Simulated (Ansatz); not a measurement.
Consider La2O3 (space group P-3m1, No. 164; a = 3.9061 Å, c = 6.0400 Å). Axes: x lies along a and z along c of the hexagonal cell.

Modification: compressive biaxial strain of 2.31 % in the plane normal to [001], as in epitaxy on a mismatched substrate; the out-of-plane cell vector and the atoms relax.

Method: plane-wave PAW DFT at the PBEsol level (Ansatz, an electronic-structure program, 420 eV), scalar-relativistic without spin-orbit coupling.

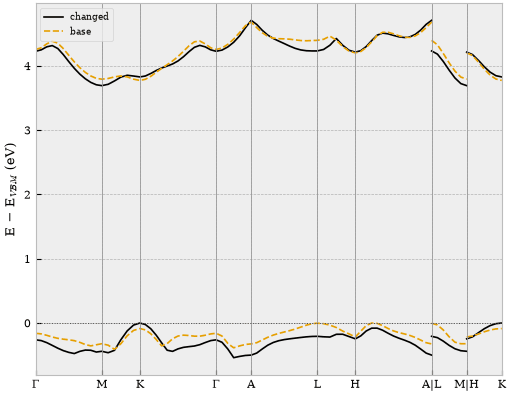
*Highest valence and lowest conduction band along the path, each from its own valence-band maximum*

The gap is 3.69 eV, indirect, K → M; the base has 3.77 eV.

No phonon test of stability was made.
